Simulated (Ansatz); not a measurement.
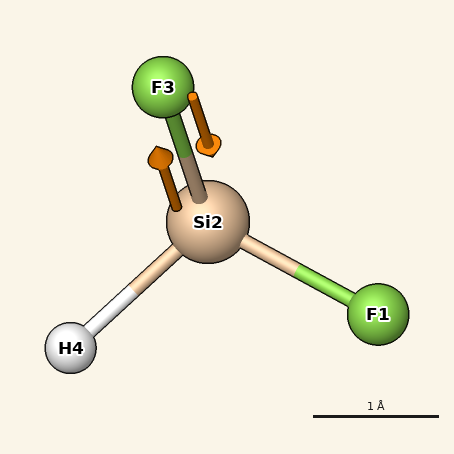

Arrows show the forces on the atoms, 0.2 Å of arrow for 1 eV/Å; forces under a tenth of the largest aren't drawn. State: neutral, doublet. Level of theory: PBE0-D4/def2-TZVP (Ansatz 0.2.0).

Question: Which bond do the forces act along most?

Answer: Si2–F3, now 1.834 Å: the forces pull its atoms together, so a first step downhill shortens it.

List the force components in the frame of the picture (x right, y up, z towards the viewer), in eV/Å.

```json
{"atom": "F1", "Fx": "0.00", "Fy": "0.00", "Fz": "0.00"}
{"atom": "Si2", "Fx": "−0.83", "Fy": "2.48", "Fz": "3.31"}
{"atom": "F3", "Fx": "0.83", "Fy": "−2.48", "Fz": "−3.31"}
{"atom": "H4", "Fx": "0.00", "Fy": "0.00", "Fz": "0.00"}
```
